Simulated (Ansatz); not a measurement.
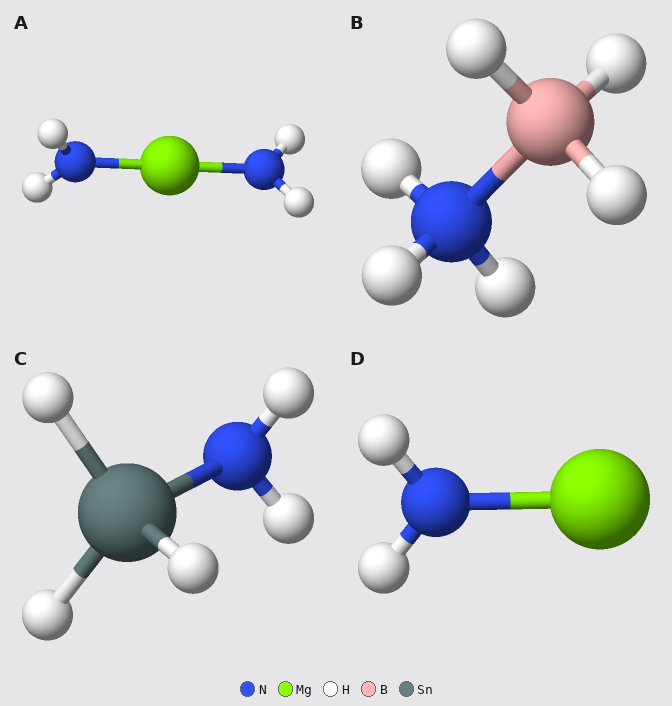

Simulated data, not a measurement (program: Ansatz).

**Match each picture to its SMILES.**
(1) [NH2][Mg][NH2]
(2) [BH3-][NH3+]
(3) [NH2][SnH3]
(4) [NH2][Mg]

A is (1), B is (2), C is (3), D is (4).
